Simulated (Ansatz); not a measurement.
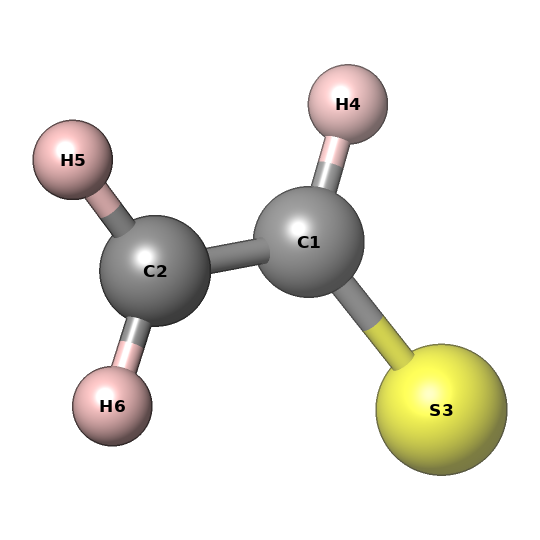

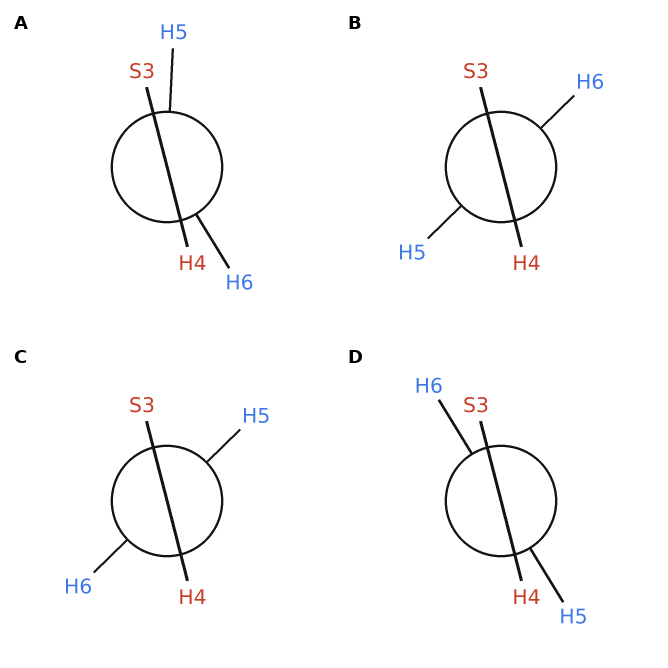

Depth is shown by fading: the farther an atom, the more it takes the colour of the background. Bonds that would overlap in a projection are set slightly apart. The species is neutral and a spin doublet. Computed geometry: PBE0-D4/def2-TZVP optimisation. No frequency run is at hand to confirm it as a minimum.

> Which Newman projection shows the view along C1–C2, with C1 in front?

D. The torsion angle S3–C1–C2–H5 is 180°, antiperiplanar (anti).
